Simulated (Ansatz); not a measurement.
# C2H6Si (SMILES CC[SiH]) at PBE/cc-pVDZ

Aim: the energy change on altering one bond length of C2H6Si at PBE/cc-pVDZ, from 2 runs. 

The results are computed with Ansatz 0.2.0.

60 further runs of the same task are left out: 60 set aside as unsound or not needed.

## (1) Starting point

The species is C2H6Si (9 atoms), meant as a singlet with charge 0. As SMILES, `CC[SiH]`. Geometry: relaxed at PBE0-D4/def2-TZVP. This is one conformer, not always the lowest.

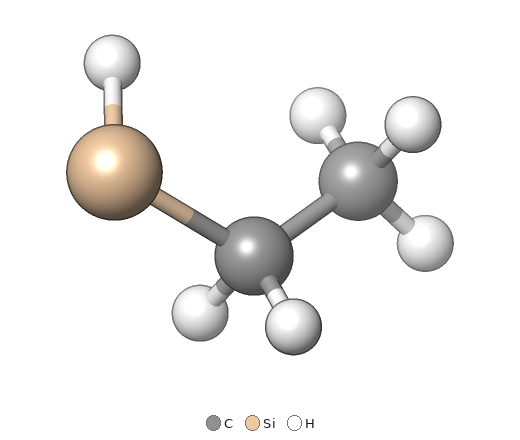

Viewed from a chosen angle; carbon grey, silicon light orange, hydrogen white.

## (2) A single-point energy at PBE/cc-pVDZ

Contents of run.yaml:

```yaml
crystal:
  periodic: [false, false, false]
  atoms:
    - {symbol: C, position_ang: [-0.593600, 0.495600, -0.562700]}
    - {symbol: C, position_ang: [0.423400, -0.563800, -0.158900]}
    - {symbol: Si, position_ang: [1.475100, -0.358700, 1.398700]}
    - {symbol: H, position_ang: [-1.208900, 0.173100, -1.407700]}
    - {symbol: H, position_ang: [-0.098000, 1.423000, -0.860500]}
    - {symbol: H, position_ang: [-1.258400, 0.736300, 0.269500]}
    - {symbol: H, position_ang: [1.051000, -0.864800, -1.004300]}
    - {symbol: H, position_ang: [-0.103000, -1.497700, 0.133400]}
    - {symbol: H, position_ang: [0.401100, 0.410600, 2.175300]}
basis:
  gaussian:
    orbitals: cc-pVDZ
hamiltonian:
  xc: pbe
accuracy: high
output: {orbitals: {seedname: orbitals}}
```

Started as:

```bash
$ ansatz run run.yaml --threads 1 --pin off --max-ram 3480MiB --events-out events.jsonl --progress --plain --runs-dir runs
```

The program printed:

```text
Warning: RAYON_NUM_THREADS=1 ignored (pool sized by the plan → 1); use --threads N
Functional definition: PBE
  name "PBE"
  parameter kappa = 0.804
  parameter beta = 0.06672455060314922
  exchange = pbe_x(kappa = kappa, mu = beta*pi^2/3)
  correlation = pbe_c(beta = beta)
1848 factors; integrals over basis functions are off by at most 3.7e-9 eV
mean field evaluation 1: about -10030.5365 eV, gradient 6.1e1 eV
mean field evaluation 2: about -9966.9082 eV, gradient 1.4e2 eV
mean field evaluation 4: about -10040.1542 eV, gradient 5.4e0 eV
mean field evaluation 8: about -10040.2617 eV, gradient 5.2e-1 eV
mean field evaluation 16: about -10040.2625 eV, gradient 5.0e-5 eV
mean field -10040.26246663 eV, -368.9728401144 hartree, gradient 4.0e-8 eV, S^2 0.000000; 0 other end points of the search recorded, 0 dependent functions left out
reference -10040.26246984 eV, -368.9728402322 hartree; 16, 16 occupied and 60, 60 virtual orbitals, 1848 factors
Total energy: -10040.26246984 eV, -368.9728402322 hartree
```

Run time: 5.4 s. Hardware: 1 thread of Arm Neoverse V1, shared host; peak memory 0.19 GiB.

## (3) The distorted shape at the same level

Contents of molecule.yaml:

```yaml
crystal:
  periodic: [false, false, false]
  atoms:
    - {symbol: C, position_ang: [-0.909087, 0.434075, -1.029946]}
    - {symbol: C, position_ang: [0.107913, -0.625325, -0.626146]}
    - {symbol: Si, position_ang: [1.475100, -0.358700, 1.398700]}
    - {symbol: H, position_ang: [-1.524387, 0.111575, -1.874946]}
    - {symbol: H, position_ang: [-0.413487, 1.361475, -1.327746]}
    - {symbol: H, position_ang: [-1.573887, 0.674775, -0.197746]}
    - {symbol: H, position_ang: [0.735513, -0.926325, -1.471546]}
    - {symbol: H, position_ang: [-0.418487, -1.559225, -0.333846]}
    - {symbol: H, position_ang: [0.401100, 0.410600, 2.175300]}
basis:
  gaussian: {orbitals: cc-pVDZ}
hamiltonian: {xc: {name: PBE}}
accuracy: high
output: {orbitals: {seedname: orbitals}}
```

Started as:

```bash
$ ansatz run molecule.yaml --threads 1 --pin off --max-ram 3480MiB --events-out events.jsonl --progress --plain --runs-dir runs
```

The program printed:

```text
Warning: RAYON_NUM_THREADS=1 ignored (pool sized by the plan → 1); use --threads N
[... 6 set-up lines as earlier in the session ...]
1827 factors; integrals over basis functions are off by at most 3.7e-9 eV
mean field evaluation 1: about -10027.2313 eV, gradient 6.4e1 eV
mean field evaluation 2: about -9924.9999 eV, gradient 1.5e2 eV
mean field evaluation 4: about -10038.4677 eV, gradient 1.5e1 eV
mean field evaluation 8: about -10039.2932 eV, gradient 3.4e-1 eV
mean field evaluation 16: about -10039.2937 eV, gradient 3.5e-5 eV
mean field -10039.29370745 eV, -368.9372388711 hartree, gradient 1.6e-8 eV, S^2 0.000000; 1 other end points of the search recorded, 0 dependent functions left out
reference -10039.29371079 eV, -368.9372389937 hartree; 16, 16 occupied and 60, 60 virtual orbitals, 1827 factors
Total energy: -10039.29371079 eV, -368.9372389937 hartree
```

It took 5.4 s on 1 thread of Arm Neoverse V1, shared host; peak memory 0.19 GiB.

## (4) Results

Level: PBE/cc-pVDZ.

| quantity | value |
| --- | --- |
| first shape: total energy | -368.97284 Eh |
| first shape: HOMO energy | -5.09 eV |
| first shape: LUMO energy | -3.28 eV |
| first shape: HOMO–LUMO gap | 1.82 eV |
| distorted shape: total energy | -368.93724 Eh |
| distorted shape: HOMO energy | -5.19 eV |
| distorted shape: LUMO energy | -3.82 eV |
| distorted shape: HOMO–LUMO gap | 1.37 eV |
| energy change with the C2–Si3 bond stretched from 1.891 to 2.458 Å | 0.969 eV |

What this shows: With the C2–Si3 bond stretched from 1.891 to 2.458 Å the energy rises by 0.97 eV (22.3 kcal/mol). The first shape isn't relaxed at this level, so the change isn't measured from a minimum.
